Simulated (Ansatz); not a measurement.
**Profile along the Cr–N line in Cr2N (space group P-31m)**

Cr$_{2}$N (space group P-31m)

```xyz
9
Lattice="4.7188 0.0000 0.0000 -2.3594 4.0866 0.0000 0.0000 0.0000 4.3589" Properties=species:S:1:pos:R:3 pbc="T T T"
Cr     1.5397     0.0000     1.1041
Cr    -0.7699     1.3334     1.1041
Cr     1.5895     2.7532     1.1041
Cr    -1.5895     2.7532     3.2548
Cr     3.1791     0.0000     3.2548
Cr     0.7699     1.3334     3.2548
N      0.0000     2.7244     2.1795
N      2.3594     1.3622     2.1795
N      0.0000     0.0000     0.0000
```

Fields along a shortest Cr–N line of a (-1 1 0 0) plane (1.92 Å), from Cr to N, interpolated on the slice's grid (step about 0.2 Å). Level of theory: PBEsol (plane waves to 420 eV, PAW, scalar-relativistic; Ansatz, a first-principles code). k mesh 11×11×11. These are valence fields of a PAW run, semicore shells included where kept as valence: close to a nucleus they are smooth pseudo fields. Cr2N is run without spin polarisation. Cr2N was relaxed with its symmetry unable to fall.

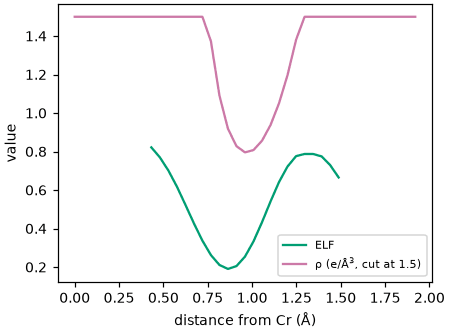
Figure. ELF (away from the nuclei) and valence density from Cr to N.

Density on the Cr–N line (1.92 Å) at its midpoint: 0.80 e/Å³. ELF at that point: 0.3.
